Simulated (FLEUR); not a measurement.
Band structure of LaTl₃ (Pm-3m, 4 atoms in the cell).

```yaml
crystal:
  lattice:
    - [4.91883, 0.00000, 0.00000]
    - [0.00000, 4.91883, 0.00000]
    - [0.00000, 0.00000, 4.91883]
  atoms:
    - { symbol: La, position: [0.00000, 0.00000, 0.00000] }
    - { symbol: Tl, position: [0.00000, 0.50000, 0.50000] }
    - { symbol: Tl, position: [0.50000, 0.00000, 0.50000] }
    - { symbol: Tl, position: [0.50000, 0.50000, 0.00000] }
```

Method: LDA (Vosko-Wilk-Nusair), all-electron FLAPW (FLEUR), scalar-relativistic valence in FLEUR.

Settings: Kmax = 3.8 1/bohr; GmaxXC = 11.4 1/bohr; xcFunctional = vwn; jspins = 1; l_soc = F; mode = hist; fermiSmearingEnergy = 0.00499791 Htr; mesh (inpgen div1-3) = 9 9 9; inpgen gamma flag = false; Gmax = 11.4 1/bohr; numbands = 0; maxIterBroyd = 15; imix = Anderson; alpha = 0.05.

The starting cell comes from a database of computed structures (which also holds hypothetical and non-ambient phases and stackings), without a prior relaxation at this level. Its lattice was rescaled by a random factor within 2.5 % of one. Spin-orbit coupling is off. Values depend on the basis (sphere radii, cutoffs, local orbitals), which need not be converged.

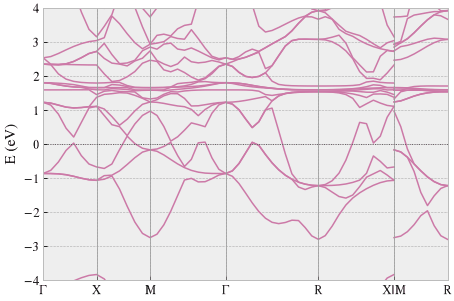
Figure. Bands along the path, energies from the Fermi level.

Levels in eV from the Fermi level, bands 22 to 29:
```csv
point,22,23,24,25,26,27,28,29
Γ,-4.23,-0.86,-0.86,-0.86,1.23,1.23,1.23,1.59
X,-3.83,-1.06,-1.06,-0.67,1.11,1.11,1.38,1.46
M,-5.92,-2.74,-0.17,-0.17,0.97,1.24,1.24,1.33
R,-5.85,-2.80,-1.22,-1.22,-1.22,1.54,1.54,1.54
```
